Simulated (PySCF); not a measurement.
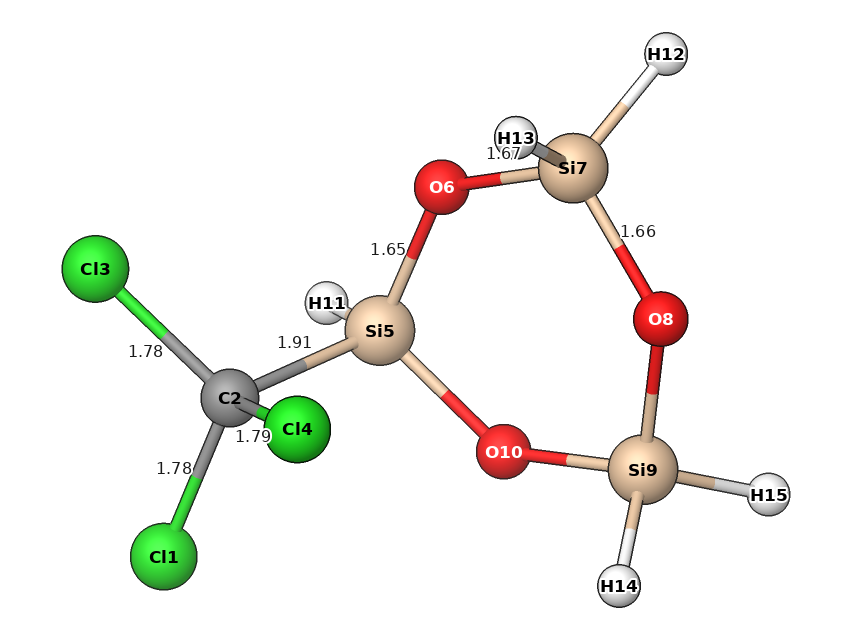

Bond lengths are marked in Å; every bond is drawn as one stick. The geometry was computed by an optimisation with PBE0-D3(BJ)/def2-SVP. No frequency run is at hand to confirm it as a minimum.

Which of the marked bonds are single, double, triple or aromatic?

Cl1–C2 single; C2–Cl3 single; C2–Cl4 single; C2–Si5 single; Si5–O6 single; O6–Si7 single; Si7–O8 single.

Give the structure as SMILES.

ClC(Cl)(Cl)[SiH]1O[SiH2]O[SiH2]O1
